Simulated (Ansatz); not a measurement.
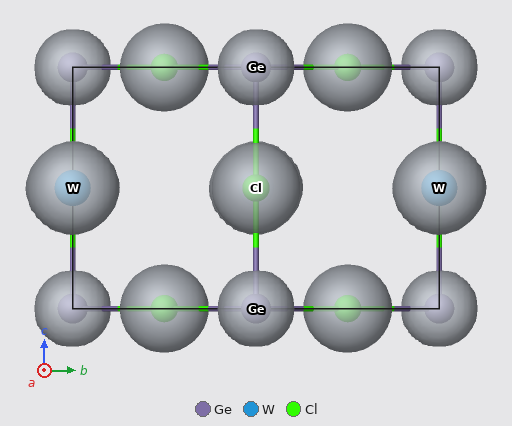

Figure 1: GeWCl$_{3}$. Isosurface of the valence pseudo-density at 0.6 e/Å³ (grey), seen along the a axis. Sticks mark near contacts.

Space group Cmmm; a structure generated by program, which may or may not match a known phase; spin-polarised.

All numbers below come from DFT PBE, scalar-relativistic, plane waves, PAW in Ansatz.

```xyz
10
Lattice="6.3416 0.0000 0.0000 0.0000 8.0642 0.0000 0.0000 0.0000 5.3047" Properties=species:S:1:pos:R:3 pbc="T T T"
Ge    0.0000    4.0321    0.0000
Ge    3.1708    0.0000    0.0000
W     0.0000    0.0000    2.6524
W     3.1708    4.0321    2.6524
Cl    0.0000    4.0321    2.6524
Cl    3.1708    0.0000    2.6524
Cl    1.5854    6.0481    0.0000
Cl    4.7562    2.0160    0.0000
Cl    1.5854    2.0160    0.0000
Cl    4.7562    6.0481    0.0000
```

How is the density connected at this value?

Answer. At this value the density breaks into separate islands; it holds about 70 % of the electrons treated as valence (semicore included). It bridges none of the near contacts. It is pinched off along the sampled Ge–Cl (2.56 Å), W–Cl (3.17 Å) and Ge–Cl (2.65 Å) contacts. On the grid the lowest density along these lines, outside the cores, is 0.31 e/Å³ (Ge–Cl, 2.56 Å), 0.12 e/Å³ (W–Cl, 3.17 Å) and 0.27 e/Å³ (Ge–Cl, 2.65 Å).
